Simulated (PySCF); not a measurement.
```xyz
20

C    -2.3282    0.6754   -2.2735
C    -2.0939    0.0038   -1.1591
C    -1.1781    0.4535   -0.0777
Si    0.5100   -0.4215   -0.2670
O     1.1267   -0.2055   -1.7666
O     0.1512   -1.9920    0.0177
C     1.8700    0.2313    0.8883
C     1.5045    0.1345    2.3662
H    -2.9774    0.2982   -3.0454
H    -1.8916    1.6457   -2.4492
H    -2.5399   -0.9697   -1.0090
H    -1.6094    0.2172    0.8925
H    -1.0351    1.5322   -0.1330
H     0.5472   -0.1871   -2.5248
H     0.8194   -2.6677   -0.0690
H     2.1034    1.2669    0.6459
H     2.7854   -0.3342    0.7091
H     1.2573   -0.8901    2.6338
H     0.6413    0.7575    2.5871
H     2.3321    0.4622    2.9931
```

Geometry: GFN2-xTB.

Theory: PySCF, PBE0/pcSseg-1, SCF density, gas phase, non-relativistic.

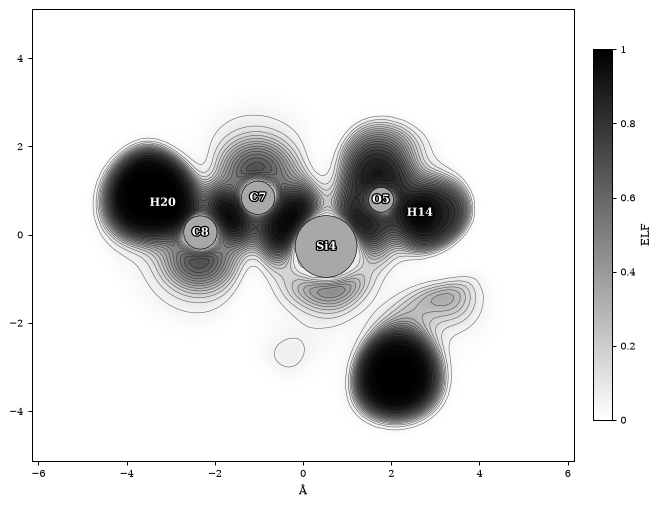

C$_{5}$H$_{12}$O$_{2}$Si. ELF on the plane of atoms C7, C8 and H20. Grey discs cover the atomic cores.

Q: Read the bonding off the picture.

A: The section cuts through Si, O, C and H sites.
Si–O (1.64 Å): the ELF peaks at about 0.85 between the atoms, as expected for a shared but strongly polarised pair.
C–Si (1.90 Å): the ELF peaks at about 0.95 between the atoms (a shared electron pair).
O–H (0.95 Å): the ELF climbs to about 1 towards the hydrogen, as it does in any bond to H (an ordinary covalent bond to hydrogen).
C–H (1.09 Å): the ELF climbs to about 1 towards the hydrogen (an ordinary covalent bond to hydrogen).
The ELF also peaks beside O5, away from the bonds: lone-pair regions.
